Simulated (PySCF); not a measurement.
## Electronic structure of C$_{6}$H$_{11}$FOSi in real space

```yaml
atoms:
  - { symbol: C, position_ang: [-1.7279, -1.4985, -0.1741] }
  - { symbol: C, position_ang: [-1.3317, -0.2441, -0.0250] }
  - { symbol: C, position_ang: [-2.2715, 0.8235, 0.4527] }
  - { symbol: C, position_ang: [0.0528, 0.2553, -0.2975] }
  - { symbol: C, position_ang: [1.0552, -0.7638, -0.8502] }
  - { symbol: C, position_ang: [2.4475, -0.1561, -0.6710] }
  - { symbol: O, position_ang: [2.5010, 0.5357, 0.5632] }
  - { symbol: Si, position_ang: [1.0543, 0.9209, 1.1879] }
  - { symbol: F, position_ang: [0.9646, 2.5206, 1.3624] }
  - { symbol: H, position_ang: [-1.0825, -2.2832, -0.5254] }
  - { symbol: H, position_ang: [-2.7392, -1.7923, 0.0506] }
  - { symbol: H, position_ang: [-1.9048, 1.2594, 1.3818] }
  - { symbol: H, position_ang: [-2.3381, 1.6252, -0.2818] }
  - { symbol: H, position_ang: [-3.2669, 0.4219, 0.6207] }
  - { symbol: H, position_ang: [-0.0352, 1.0801, -1.0181] }
  - { symbol: H, position_ang: [1.0025, -1.6763, -0.2554] }
  - { symbol: H, position_ang: [0.8692, -1.0127, -1.8950] }
  - { symbol: H, position_ang: [2.6671, 0.5596, -1.4702] }
  - { symbol: H, position_ang: [3.2292, -0.9198, -0.6598] }
  - { symbol: H, position_ang: [0.8490, 0.3554, 2.5010] }
```

Geometry: GFN2-xTB.

These are results of PBE0/pcSseg-1, SCF density, gas phase, non-relativistic (PySCF), not measurements.

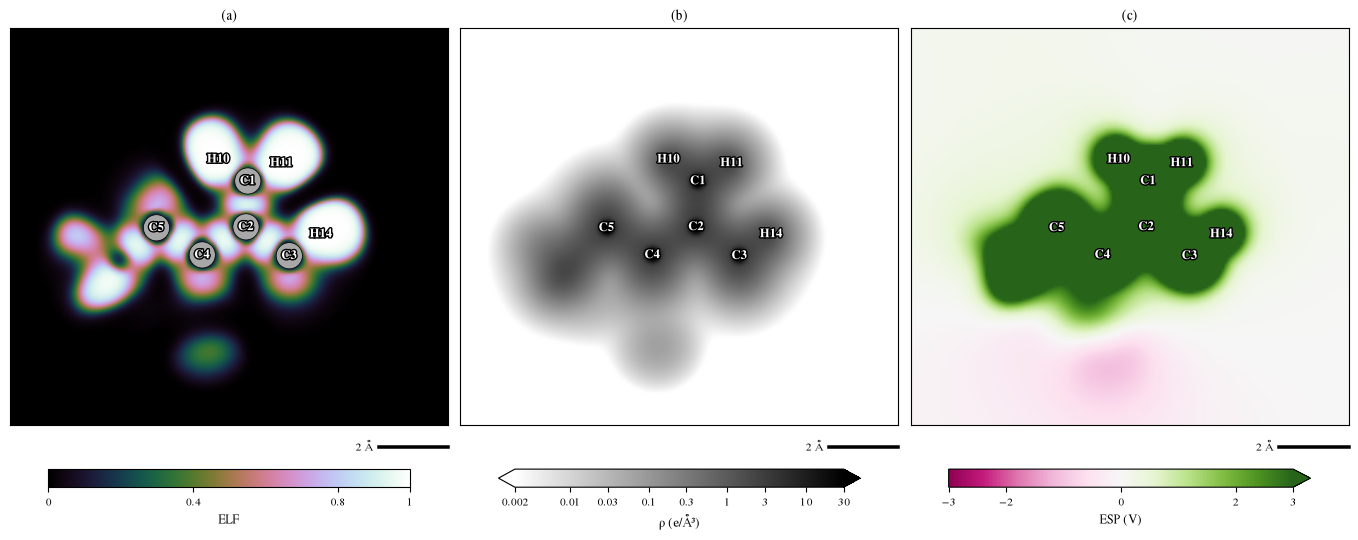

Figure 1. (a) electron localisation function; (b) electron density; (c) electrostatic potential on the plane of atoms C2, C4 and C5. Grey discs cover the atomic cores in the ELF map.

What do the fields say about this system?

- The plane passes through C and H nuclei.
- C–C (1.32 Å): ρ is about 2.3 e/Å³ halfway; the ELF peaks at about 0.90 between the atoms (a multiple bond).
- C–H (1.08 Å): ρ at the midpoint is about 2 e/Å³; the ELF climbs to about 1 towards the hydrogen, as it does in any bond to H (an ordinary covalent bond to hydrogen).
- C–C (1.50 Å): ρ at the midpoint is about 1.7 e/Å³; the ELF peaks at about 0.95 between the atoms; a covalent bond.
- Outside the dense part of the molecule the potential is most negative (−1.1 V) near F9, which lies off the plane.

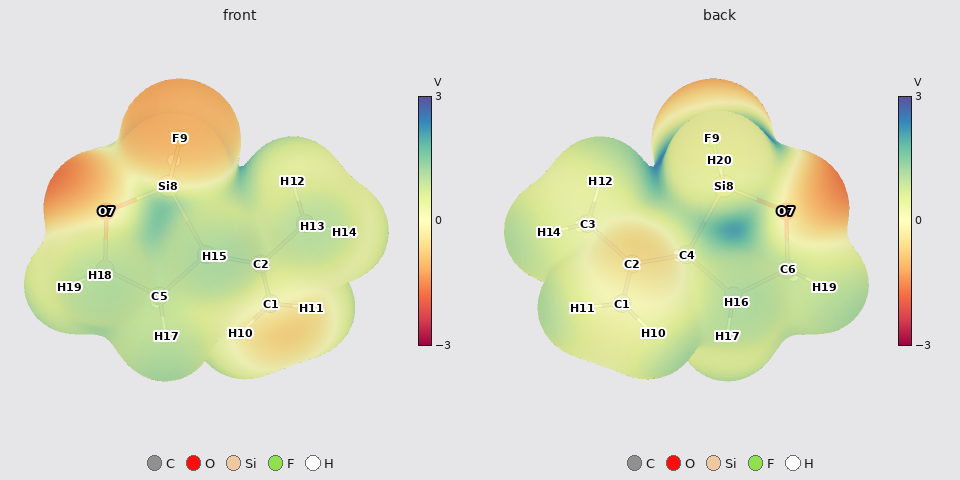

Figure 2. The electrostatic potential painted on the density surface at 0.004 e/bohr³, seen from the front and from behind; the colour scale runs from red (negative) to blue (positive).

Describe the electrostatic potential map.

The most negative region (about −1.6 V, or −37 kcal/mol for a unit charge) lies over O7, the most positive (about +2.2 V, or +51 kcal/mol for a unit charge) over Si8. O7 is the likeliest acceptor of a hydrogen bond.
